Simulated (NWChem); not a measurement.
# TD-PBE0-D3(BJ)/6-311G(d,p) (sfX2C) run of BF2 (SMILES F[B]F)

We compute the excited states of BF2. 

The results are computed with NWChem 7.3.0.

1 further run of the same task is left out (set aside as unsound or not needed).

## 1. The structure to begin with

BF2: 3 atoms, total charge 0, spin state doublet. SMILES: `F[B]F`. The shape is that of a PBE0-D4/def2-TZVP optimisation.

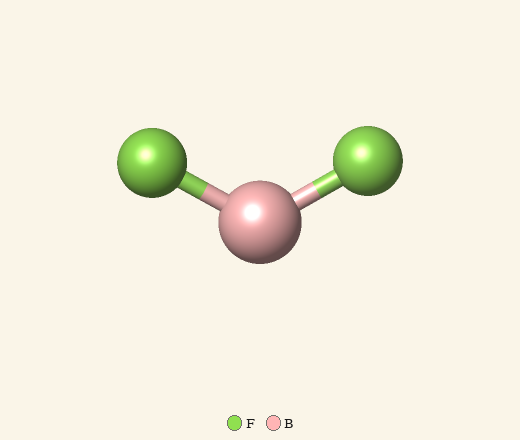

Viewed from a chosen angle; fluorine green, boron pink.

## 2. The vertical excitations at TD-PBE0-D3(BJ)/6-311G(d,p) (sfX2C)

The input, run.xyz:

```xyz
3
BF2
F      0.513100    -1.044300     0.160000
B      0.279000     0.240500     0.181300
F     -0.802900     0.738900    -0.354600
```

The input, run.nw:

```
start run
title "BF2"
memory stack 880 mb heap 220 mb global 1100 mb
geometry noautoz
   load format xyz run.xyz
end
basis "ao basis" spherical bse
   * library 6-311G**
end
relativistic
   x2c on
end
dft
   xc pbe0
   mult 2
   disp vdw 4
   grid fine
   convergence energy 1e-05
   maxiter 200
   mulliken
end
tddft
   rpa
   nroots 2
   freeze core 3
end
task tddft energy
```

Run with:

```sh
$ nwchem run.nw > run.out
```

What values should one expect? Wanted: ground-state or mean-field energy; dipole moment; HOMO energy; LUMO energy; dispersion energy; lowest excitation energy.

Answer, from the run:

At TD-PBE0-D3(BJ)/6-311G** (sfX2C):

| quantity | value |
| --- | --- |
| ground-state or mean-field energy | -224.57557 Eh |
| dipole moment (of the density that the program reports) | 0.27 D |
| HOMO energy (PBE0 Kohn–Sham orbitals) (highest over α and β) | -7.12 eV |
| LUMO energy (PBE0 Kohn–Sham orbitals) (lowest over α and β) | -1.98 eV |
| dispersion energy | -1.58 kJ/mol |
| lowest excitation energy | 4.28 eV |

The brightest of the 2 transitions from the ground state lies at 4.28 eV (290 nm, f = 0.046). Roots above 7.1 eV lie over the negative of the HOMO energy, where those of Rydberg kind are poorly described; valence roots are less touched. Mulliken charges run from -0.14 on F1 to +0.28 on B2; they depend strongly on the basis.
